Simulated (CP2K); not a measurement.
# CH4ClGeO (SMILES C[O][GeH][Cl]): AM1

What is the vertical ionisation energy of CH4ClGeO at AM1? 

The calculation is run with CP2K 2026.2.

4 further runs of the same task are left out: 1 that didn't finish, 3 set aside as unsound or not needed.

### 1 Starting point

CH4ClGeO has 8 atoms, charge 0, and is taken as a doublet. As SMILES, `C[O][GeH][Cl]`. The shape comes from GFN2-xTB, which is rough for such elements, and wasn't checked as a minimum. This is one conformer, not always the lowest.

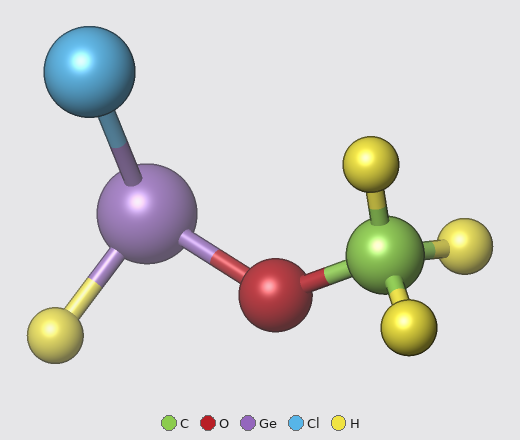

Viewed from a chosen angle; carbon green, oxygen red, germanium purple, chlorine blue, hydrogen yellow.

### 2 Energy and gradient at AM1

File molecule.xyz:

```xyz
8

C      0.531590     1.032220    -0.398020
O      0.606840    -0.280960     0.074430
Ge    -0.480670    -1.701500    -0.029060
Cl    -2.420290    -0.908990     0.563870
H      0.976570     1.110240    -1.393950
H     -0.499150     1.395750    -0.431400
H      1.105510     1.661340     0.287880
H      0.179600    -2.308090     1.326250
```

File mol.inp:

```
&GLOBAL
 PROJECT mol
 RUN_TYPE ENERGY_FORCE
 PRINT_LEVEL MEDIUM
&END GLOBAL

&FORCE_EVAL
 METHOD Quickstep
 &DFT
  MULTIPLICITY 2
  UKS T
  ! Quickstep
  &QS
   METHOD AM1
   EPS_DEFAULT 1.0E-10
   &SE
    &COULOMB
     CUTOFF [angstrom] 50
     RC_RANGE [angstrom] 0
    &END COULOMB
    &EXCHANGE
     CUTOFF [angstrom] 50
     RC_RANGE [angstrom] 0
    &END EXCHANGE
   &END SE
  &END QS
  ! isolated system
  &POISSON
   PERIODIC NONE
   POISSON_SOLVER ANALYTIC
  &END POISSON
  ! SCF settings
  &SCF
   SCF_GUESS ATOMIC
   EPS_SCF 1.0E-07
   MAX_SCF 50
   &OT
    MINIMIZER CG
    PRECONDITIONER FULL_ALL
   &END OT
   &OUTER_SCF
    EPS_SCF 1.0E-07
    MAX_SCF 10
   &END OUTER_SCF
  &END SCF
  &PRINT
   &MOMENTS
    PERIODIC F
    REFERENCE COM
    MAX_MOMENT 1
   &END MOMENTS
   &MO_CUBES
    NLUMO 3
    NHOMO -1
    WRITE_CUBE F
   &END MO_CUBES
   &HIRSHFELD OFF
   &END HIRSHFELD
  &END PRINT
 &END DFT
 ! atoms, cell and kinds
 &SUBSYS
  ! vacuum box
  &CELL
   ABC 15.5 16 14.7
   PERIODIC NONE
  &END CELL
  &TOPOLOGY
   COORD_FILE_NAME molecule.xyz
   COORD_FILE_FORMAT XYZ
   &CENTER_COORDINATES
   &END CENTER_COORDINATES
  &END TOPOLOGY
 &END SUBSYS
 &PRINT
  &FORCES ON
  &END FORCES
 &END PRINT
&END FORCE_EVAL
```

Run with:

```console
$ OMP_NUM_THREADS=1 cp2k.psmp -i mol.inp > mol.out 2>&1
```

The log of the run:

```text
CP2K| version string:                                       CP2K version 2026.2
[...]
 GLOBAL| Method name                                                        CP2K
[...]
 GLOBAL| Run type                                                   ENERGY_FORCE
[...]
                             - Atoms:                                          8
[...]
                             - Spherical basis functions:                     20
[...]
 Number of electrons:                                                         13
[...]
     1 OT CG       0.15E+00    0.0     0.17580279       -31.5945753392 -3.16E+01
[...]
     6 OT CG       0.10E+01    0.0     0.00000008       -35.3003602136 -9.75E-12
  *** SCF run converged in     6 steps ***
  Core-core repulsion energy [eV]:                           1393.43870321584563
  Core Hamiltonian energy [eV]:                             -1567.67167940586160
  Two-electron integral energy [eV]:                        -1572.67735171511777
  Electronic energy [eV]:                                   -2354.01035526342048
  Total energy [eV]:                                         -960.57165204757462
  Atomic reference energy [eV]:                               957.57678549061984
  Heat of formation [kcal/mol]:                               -69.06326895868109
[...]
 SE_DIPOLE| Moment [Debye]         -1.27021918       0.97741174       1.84555836
 SE_DIPOLE| Derivative [a.u.]       0.00000000       0.00000000       0.00000000
 *** WARNING in qs_scf_post_se.F:140 :: Printing of MO cube files not ***
 *** implemented for Semi-Empirical method.                           ***
 ENERGY| Total FORCE_EVAL ( QS ) energy [hartree]            -35.300360213623335
 FORCES| Atomic forces [hartree/bohr]
 FORCES|   Atom     x               y               z               |f|
 FORCES|      1 -1.48397941E-02 -2.57709983E-02 -5.36832387E-04   2.97431006E-02
 FORCES|      2  3.85863413E-02  3.04043224E-02  4.42527391E-03   4.93245538E-02
 FORCES|      3 -2.68576922E-02 -6.31360546E-03  2.57279751E-02   3.77243416E-02
 FORCES|      4  1.06473386E-02 -7.16657726E-03 -8.21671057E-03   1.52394220E-02
 FORCES|      5  7.75996047E-03 -2.27702751E-03 -1.87907695E-02   2.04571469E-02
 FORCES|      6 -1.96018247E-02  5.08906398E-03 -5.25381649E-04   2.02584829E-02
 FORCES|      7  1.18786439E-02  7.43024361E-03  1.63300699E-02   2.15170139E-02
 FORCES|      8 -7.57297324E-03 -1.39542141E-03 -1.84136249E-02   1.99589255E-02
 FORCES| Sum    -3.05311332E-16  4.44089210E-16 -5.27355937E-16
 FORCES| Total atomic force                                       7.54012281E-16
[...]
```

It took 2 s on 1 thread of Arm Neoverse N1, shared host; peak memory 0.14 GiB.

### 3 The singlet cation, same level

molecule.xyz is that of step 2.

File job.inp:

```
&GLOBAL
   PROJECT job
   RUN_TYPE ENERGY_FORCE
   PRINT_LEVEL MEDIUM
&END GLOBAL

&FORCE_EVAL
   METHOD QUICKSTEP
   &DFT
      CHARGE 1
      &QS
         METHOD AM1
         EPS_DEFAULT 1.0E-10
         &SE
            &COULOMB
               CUTOFF [angstrom] 50
               RC_RANGE [angstrom] 0
            &END COULOMB
            &EXCHANGE
               CUTOFF [angstrom] 50
               RC_RANGE [angstrom] 0
            &END EXCHANGE
         &END SE
      &END QS
      &POISSON
         PERIODIC NONE
         POISSON_SOLVER ANALYTIC
      &END POISSON
      # SCF settings
      &SCF
         SCF_GUESS ATOMIC
         EPS_SCF 1.0E-07
         MAX_SCF 30
         &OT
            MINIMIZER DIIS
            PRECONDITIONER FULL_ALL
         &END OT
         &OUTER_SCF
            EPS_SCF 1.0E-07
            MAX_SCF 8
         &END OUTER_SCF
      &END SCF
      # extra output
      &PRINT
         &MOMENTS
            PERIODIC F
            REFERENCE COM
            MAX_MOMENT 1
         &END MOMENTS
         &MO_CUBES
            NLUMO 5
            NHOMO -1
            WRITE_CUBE F
         &END MO_CUBES
         &HIRSHFELD OFF
         &END HIRSHFELD
      &END PRINT
   &END DFT
   # atoms, cell and kinds
   &SUBSYS
      &CELL
         ABC 15.5 16 14.7
         PERIODIC NONE
      &END CELL
      &TOPOLOGY
         COORD_FILE_NAME molecule.xyz
         COORD_FILE_FORMAT XYZ
         &CENTER_COORDINATES
         &END CENTER_COORDINATES
      &END TOPOLOGY
   &END SUBSYS
   # extra output
   &PRINT
      &FORCES ON
      &END FORCES
   &END PRINT
&END FORCE_EVAL
```

Run with:

```console
$ OMP_NUM_THREADS=1 cp2k.psmp -i job.inp -o job.out
```

The log of the run:

```text
CP2K| version string:                                       CP2K version 2026.2
[...]
 GLOBAL| Method name                                                        CP2K
[...]
 GLOBAL| Run type                                                   ENERGY_FORCE
[...]
                             - Atoms:                                          8
[...]
                             - Spherical basis functions:                     20
[...]
 Number of electrons:                                                         24
[...]
     1 OT DIIS     0.15E+00    0.0     0.35597842       -31.0944323219 -3.11E+01
[...]
     9 OT DIIS     0.15E+00    0.0     0.00000008       -34.9635287178 -6.94E-12
  *** SCF run converged in     9 steps ***
  Core-core repulsion energy [eV]:                           1393.43870321584563
  Core Hamiltonian energy [eV]:                             -1534.52729956408484
  Two-electron integral energy [eV]:                        -1620.63480914134880
  Electronic energy [eV]:                                   -2344.84470413475947
  Total energy [eV]:                                         -951.40600091891361
  Atomic reference energy [eV]:                               957.57678549061984
  Heat of formation [kcal/mol]:                               142.30168405071183
[...]
 SE_DIPOLE| Moment [Debye]         -2.30832223       2.09988919       3.07593313
 SE_DIPOLE| Derivative [a.u.]       0.00000000       0.00000000       0.00000000
 *** WARNING in qs_scf_post_se.F:140 :: Printing of MO cube files not ***
 *** implemented for Semi-Empirical method.                           ***
 ENERGY| Total FORCE_EVAL ( QS ) energy [hartree]            -34.963528717768313
 FORCES| Atomic forces [hartree/bohr]
 FORCES|   Atom     x               y               z               |f|
 FORCES|      1 -1.50070453E-02 -1.23051175E-02  6.51712097E-04   1.94178282E-02
 FORCES|      2  1.56006408E-02 -6.63303925E-03 -1.04221635E-02   1.98997160E-02
 FORCES|      3 -2.05695136E-02  3.15286184E-02  3.93090854E-02   5.44275929E-02
 FORCES|      4  1.61694391E-02 -1.07858799E-02 -1.81506351E-02   2.65938248E-02
 FORCES|      5  9.29095408E-03 -3.33495418E-03 -1.91215002E-02   2.15191895E-02
 FORCES|      6 -2.13993748E-02  4.62887890E-03 -1.75514143E-04   2.18949896E-02
 FORCES|      7  1.44989000E-02  8.02892354E-03  1.86740180E-02   2.49679928E-02
 FORCES|      8  1.41599976E-03 -1.11274300E-02 -1.07650027E-02   1.55470266E-02
 FORCES| Sum    -1.27328703E-15  6.66133815E-16  1.66533454E-16
 FORCES| Total atomic force                                       1.44662625E-15
[...]
```

Run time: 0.86 s. Hardware: 1 thread of Arm Neoverse N1, shared host; peak memory 0.14 GiB.

### 4 Outcome

At AM1:

| quantity | value |
| --- | --- |
| doublet CH4ClGeO: total energy | -35.30036 Eh |
| doublet CH4ClGeO: dipole moment | 2.44 D |
| doublet CH4ClGeO: heat of formation at this unrelaxed shape | -69.1 kcal/mol |
| doublet CH4ClGeO: largest force on an atom | 2.536 eV/Å |
| singlet cation: total energy | -34.96353 Eh |
| singlet cation: heat of formation at this unrelaxed shape | 142.3 kcal/mol |
| singlet cation: largest force on an atom | 2.799 eV/Å |
| vertical ionisation energy (to the singlet cation) | 9.166 eV |

In words: The vertical ionisation energy comes to 9.17 eV (211 kcal/mol). The largest force (doublet CH4ClGeO) is 2.54 eV/Å: the shape isn't a stationary point for this species at this level. Only the singlet of the ionised species was computed; a triplet could lie lower.
